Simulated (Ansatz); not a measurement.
# A computed series for MoSe2: pressure series

The reference is MoSe2 in the 2H-MoS2 type structure (space group P6_3/mmc, No. 194; a = 3.277 Å, c = 12.732 Å; layered, stacked along the Cartesian z axis).

Cell and atoms are relaxed at each pressure.

Method: Ansatz (a program for electronic structure) PBE-D3(BJ), no spin-orbit coupling.

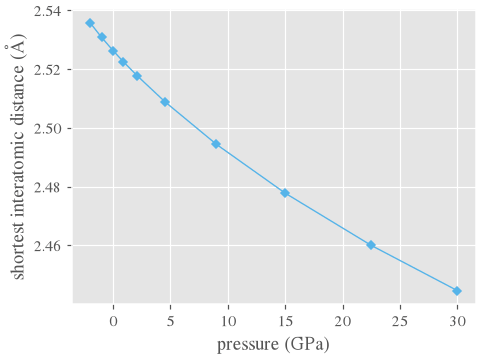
Figure. Shortest interatomic distance against pressure

```tsv
pressure (GPa)	shortest interatomic distance
-2	2.536 Å
-1	2.531 Å
0.9	2.522 Å
2.1	2.518 Å
4.5	2.509 Å
9	2.494 Å
15	2.478 Å
22.5	2.460 Å
30	2.445 Å
```

The mesh was chosen for an insulator and is coarse for the gapless case. Load acts through the strain it causes; cell and atoms are relaxed under it. No phonon test of stability was made. No other phases were tried under pressure. All final runs are without spin polarisation.
